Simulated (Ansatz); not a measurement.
**U-wB97M-V/STO-3G run of InHF (SMILES [F][InH])**

Aim: the energy change on altering one bond length of InHF at U-wB97M-V/STO-3G, from 2 runs. 

Program for the calculation: Ansatz 0.2.0.

65 further runs of the same task are left out: 9 that didn't finish, 56 set aside as unsound or not needed.

## Step 1: The molecule

InHF: 3 atoms, total charge 0, spin state doublet. As SMILES, `[F][InH]`. Geometry: relaxed at PBE0-D4/def2-TZVP.

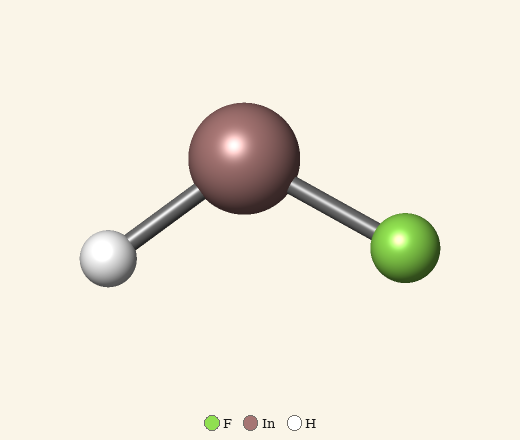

Viewed from a chosen angle; fluorine green, indium brown, hydrogen white.

## Step 2: A single-point energy at U-wB97M-V/STO-3G

File in.yaml:

```yaml
basis:
  gaussian:
    orbitals: STO-3G
crystal:
  periodic: [false, false, false]
  atoms:
    - {symbol: F, position_ang: [1.088400, 0.989500, 0.694300]}
    - {symbol: In, position_ang: [-0.522500, 0.355100, -0.244800]}
    - {symbol: H, position_ang: [-0.576900, -1.409400, -0.462800]}
magnetization:
  spin_polarized: true
  initial_magnetization: 1
hamiltonian:
  xc: {name: wB97M-V}
accuracy: high
```

Started as:

```
$ ansatz run in.yaml --threads 1 --pin off --max-ram 2610MiB --events-out events.jsonl --progress --plain --runs-dir runs
```

Standard output:

```text
Warning: RAYON_NUM_THREADS=1 ignored (pool sized by the plan → 1); use --threads N
Functional definition: wB97M-V
  name "wB97M-V"
  parameter omega = 0.3/bohr
  parameter cx = 0.15
  parameter cx01 = 1.007
  parameter cx10 = 0.259
  parameter css00 = 0.443
  parameter css04 = -1.437
  parameter css10 = -4.535
  parameter css20 = -3.390
  parameter css43 = 4.278
  parameter cos00 = 1.000
  parameter cos10 = 1.358
  parameter cos20 = 2.924
  parameter cos21 = -8.812
  parameter cos60 = -1.390
  parameter cos61 = 9.142
  parameter b = 6.0
  parameter c = 0.01
  gx(w, u) = 1 - cx + cx01*u + cx10*w
  gss(w, u) = css00 + css04*u^4 + css10*w + css20*w^2 + css43*w^4*u^3
  gos(w, u) = cos00 + cos10*w + (cos20 + cos21*u)*w^2 + (cos60 + cos61*u)*w^6
  exchange = spin_sum(e_x_unif_sr(omega)*gx(b97_w, b97_u_x)) + cx*exact_x_sr(omega) + exact_x_lr(omega)
  correlation = spin_sum(e_c_pw_mod_same_spin*gss(b97_w, b97_u_same))
      + integral(e_c_pw_mod_opposite_spin*gos(b97_w_opposite, b97_u_opposite)) + vv10(b, c)
590 factors; integrals over basis functions are off by at most 4.0e-9 eV
126 factors; integrals over basis functions are off by at most 5.6e-10 eV
mean field evaluation 1: about -157385.2330 eV, gradient 1.3e1 eV
mean field evaluation 2: about -157381.4448 eV, gradient 3.3e1 eV
mean field evaluation 4: about -157387.8071 eV, gradient 6.7e-1 eV
mean field evaluation 8: about -157387.7875 eV, gradient 4.5e-2 eV
mean field evaluation 16: about -157387.7876 eV, gradient 4.0e-5 eV
mean field -157387.78756629 eV, -5783.8945117872 hartree, gradient 9.1e-8 eV, S^2 0.753541; 0 other end points of the search recorded, 0 dependent functions left out
reference -157387.78756841 eV, -5783.8945118650 hartree; 30, 29 occupied and 3, 4 virtual orbitals, 590 factors
Total energy: -157387.78756841 eV, -5783.8945118650 hartree
```

It took 26 s on 1 thread of Arm Neoverse V2, shared host; peak memory 0.49 GiB.

## Step 3: The distorted shape at the same level

File in.yaml:

```yaml
crystal:
  periodic: [false, false, false]
  atoms:
    - {symbol: F, position_ang: [1.491113, 1.148095, 0.929068]}
    - {symbol: In, position_ang: [-0.522500, 0.355100, -0.244800]}
    - {symbol: H, position_ang: [-0.576900, -1.409400, -0.462800]}
basis:
  gaussian:
    orbitals: STO-3G
hamiltonian:
  xc: {name: wB97M-V}
magnetization:
  spin_polarized: true
  initial_magnetization: 1
accuracy: high
```

Started as:

```
$ ansatz run in.yaml --threads 1 --pin off --max-ram 2610MiB --events-out events.jsonl --progress --plain --runs-dir runs
```

Standard output, cut to the lines that bear on the results:

```text
Warning: RAYON_NUM_THREADS=1 ignored (pool sized by the plan → 1); use --threads N
[... 2 set-up lines as earlier in the session ...]
[...]
  gx(w, u) = 1 - cx + cx01*u + cx10*w
  gss(w, u) = css00 + css04*u^4 + css10*w + css20*w^2 + css43*w^4*u^3
  gos(w, u) = cos00 + cos10*w + (cos20 + cos21*u)*w^2 + (cos60 + cos61*u)*w^6
[...]
      + integral(e_c_pw_mod_opposite_spin*gos(b97_w_opposite, b97_u_opposite)) + vv10(b, c)
580 factors; integrals over basis functions are off by at most 4.0e-9 eV
128 factors; integrals over basis functions are off by at most 6.0e-10 eV
[...]
mean field -157385.73082423 eV, -5783.8189279107 hartree, gradient 8.0e-8 eV, S^2 0.783523; 4 other end points of the search recorded, 0 dependent functions left out
reference -157385.73082632 eV, -5783.8189279875 hartree; 30, 29 occupied and 3, 4 virtual orbitals, 580 factors
Total energy: -157385.73082632 eV, -5783.8189279875 hartree
```

Wall time 29 s (1 thread of Arm Neoverse V2, shared host); peak memory 0.49 GiB.

## Step 4: Outcome

At U-wB97M-V/STO-3G:

```
                                                          quantity           value
                                         first shape: total energy  -5783.89451 Eh
                                                 first shape: ⟨S²⟩           0.754
                                     distorted shape: total energy  -5783.81893 Eh
                                             distorted shape: ⟨S²⟩           0.784
energy change with the F1–In2 bond stretched from 1.970 to 2.462 Å        2.057 eV
```

**Reading.** With the F1–In2 bond stretched from 1.970 to 2.462 Å the energy rises by 2.06 eV (198 kJ/mol). The first shape isn't relaxed at this level, so the change isn't measured from a minimum. The minimal basis adds a large error of its own. Relativity is left out (first shape) although the molecule holds a heavy atom. Relativity is left out (distorted shape) although the molecule holds a heavy atom.
